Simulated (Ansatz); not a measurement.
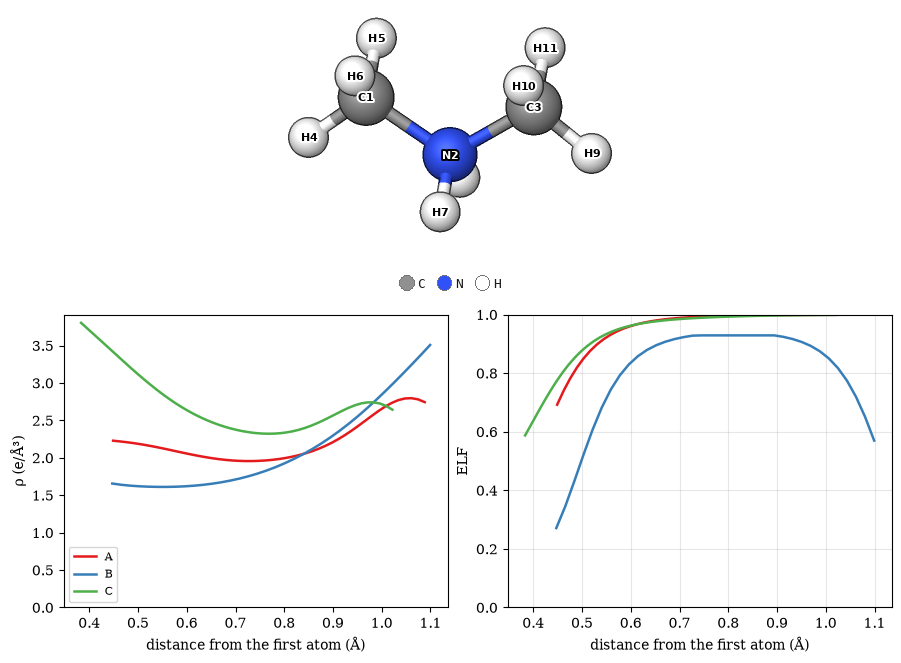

Figure. C2H8N (SMILES C[NH2+]C) (charge +1). Electron density and electron localisation function along straight lines between neighbouring atoms. The curves leave out the atomic cores. The structure is drawn too.

Geometry: PBE0-D4/def2-TZVP.

These are results of RKS PBE0-D4/def2-TZVPP (Ansatz), not measurements.

```xyz
11

C    -0.8302    0.4058   -0.8719
N    -0.3528   -0.3150    0.3422
C     1.1063   -0.1593    0.6041
H    -1.8999    0.2404   -0.9863
H    -0.2943    0.0195   -1.7365
H    -0.6239    1.4670   -0.7476
H    -0.8768    0.0137    1.1556
H    -0.5734   -1.3086    0.2511
H     1.3679   -0.7154    1.5025
H     1.3224    0.8986    0.7391
H     1.6546   -0.5466   -0.2523
```

Which curve belongs to which contact (C–H, C–N and N–H)? The first atom named is at distance zero.

Curve A: C–H (1.09 Å): the density is about 2.1 e/Å³ at the midpoint; the ELF climbs to about 1 towards the hydrogen, as it does in any bond to H: an ordinary covalent bond to hydrogen. Curve B: C–N (1.49 Å): ρ is about 1.8 e/Å³ halfway; the ELF peaks at about 0.95 between the atoms, as expected for a shared electron pair. Curve C: N–H (1.02 Å): the density is about 3.1 e/Å³ at the midpoint; the ELF climbs to about 1 towards the hydrogen; a covalent bond by its length.
